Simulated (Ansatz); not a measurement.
All values below come from PBE (plane waves to 420 eV, PAW; Ansatz, a program for electronic structure).

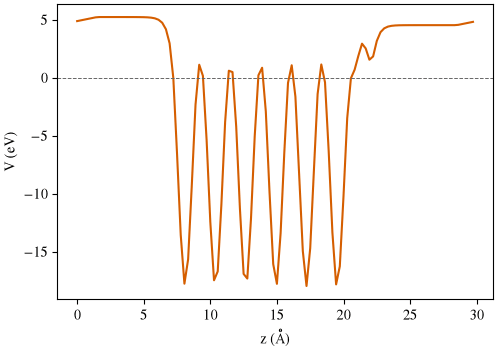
Figure: Electrostatic potential energy of an electron, averaged over planes parallel to the surface, in eV from the Fermi level, for a constructed model of the (111) surface of fcc Pd, p(2x2) layer of Te, one a cell, on the site that continues the host's stacking (bottom of the slab: a bare face, its two planes held)

Model: 25-atom slab, 13.8 Å thick at the start, 8x8x1 mesh, Fermi-Dirac 0.1 eV, dipole correction, 8 atoms held, the rest relaxed; start symmetry kept, larger cells not searched; no spin, no spin-orbit, no U. It is one candidate, not shown to be the stable structure of the face.

The vacuum level lies 4.52 eV above the Fermi level over the top face and 5.22 eV above it under the bottom face.
